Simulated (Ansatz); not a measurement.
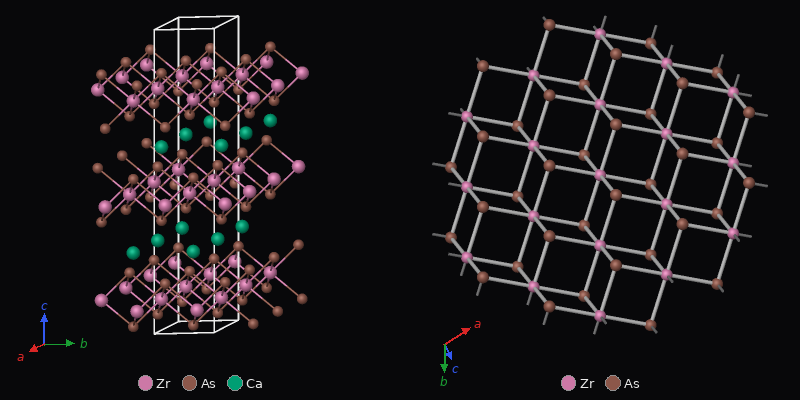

Left: the structure. Right: its underlying net. Nodes are coloured by element. One layer is drawn. Edges to nodes outside the piece are drawn as stubs.

CaZrAs2 (space group R-3m, No. 166). Coordinates: the end point of a relaxation with Ansatz, DFT PBEsol, scalar-relativistic, plane waves, PAW; the starting structure was generated, so it need not be a known form of this composition.

Bonds are taken as As–Zr below 3.1 Å; Ca is left out of the net, as the electropositive filling of the structure; no other contact counts. Atoms with one bond or none are removed and atoms with two bonds are replaced by edges, until no such atom is left.

The result is a binodal (3,6)-connected, two-periodic (layers) net: As is a 3-connected node; Zr is a 6-connected node, in the ratio 2:1. It is the kgd net, known from the layers of CdI2 (1T type). The layers lie parallel to (001).

```json
{"node": "As", "links": "3", "point symbol": "4³", "coordination sequence": "3 12 9 24 15"}
{"node": "Zr", "links": "6", "point symbol": "4⁶·6⁶·8³", "coordination sequence": "6 6 18 12 30"}
```
